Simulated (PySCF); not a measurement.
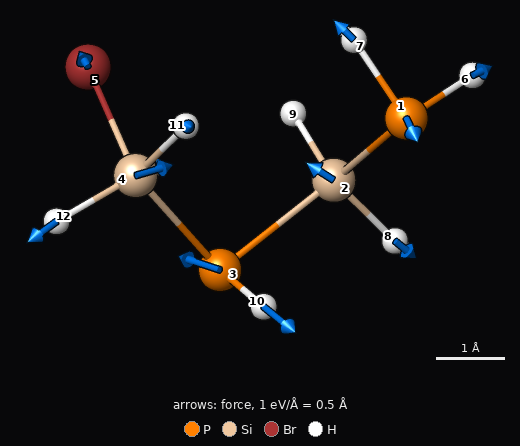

Starting geometry of Si2P2H7Br with the computed forces as blue arrows. The picture is a ball-and-stick view, seen at a tilt.

The start comes from GFN2-xTB. Its atoms were then displaced at random by about 0.01 Å.

Computed with PBE0-D3(BJ)/def2-SVP geometry optimisation, gas phase (PySCF). 

Is this structure relaxed? If not, where do the atoms go?

Answer. It isn't relaxed: the largest force vector, on H10, is 1.87 eV/Å. The final displacements have little in common with the starting forces (cosine between the two patterns 0.10). Over 10 geometry steps the energy falls by 25.9 kJ/mol. The atom that moves furthest after the best rigid fit is Br5 (0.51 Å). By element the largest moves are Br 0.51 Å, H 0.41 Å, P 0.26 Å, Si 0.14 Å. Some distances before and after: P3–H10 1.355 → 1.432 Å, Si4–H12 1.429 → 1.489 Å, Si2–H8 1.444 → 1.495 Å, P1–Si2 2.220 → 2.269 Å. Bond angles that change, for instance: Si2–P3–Si4 102.9° → 96.9°, H11–Si4–H12 113.9° → 109.7°, Br5–Si4–H11 103.4° → 107.2°. The run took 2.1 min on 1 thread of Arm Neoverse V1 (shared host).
